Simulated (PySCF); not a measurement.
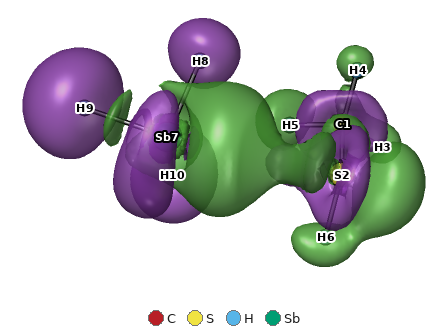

Figure 1: CH$_{7}$SSb, SMILES `CS.[SbH3]`. Density of the complex less the densities of the two fragments at the same geometry, ±0.002 e/Å³ (purple: gain, green: loss). Fragment A: H4CS (atoms 1–6); fragment B: SbH3.

Method: TPSS/def2-SVP; geometry: GFN2-xTB; program: PySCF. Core potentials replace the inner electrons of Sb; spin–orbit coupling isn't included. GFN2-xTB bond lengths at metals and heavier atoms can be off by up to 0.1 Å and shapes distorted, which carries into these values.

Q: Which way does charge flow?

A: Hirshfeld charges show 0.034 e passing from A to B. By Hirshfeld charges, electrons gather most on H9 (−0.025 e) and leave S2 most (+0.016 e); 0.09 e is displaced in all, which induces a dipole of 1.03 D.

Q: What is the interaction energy, and which contacts carry it?

A: The counterpoise-corrected interaction energy of the frozen fragments is 0.0 kcal/mol without dispersion correction and −2.9 kcal/mol with D3(BJ). The pair geometry is semi-empirical, not a minimum at this level. Contacts: S2···Sb7, 3.38 Å, ρ = 0.016 a.u. The pose is a local one from a semi-empirical search, not shown to be the most stable.
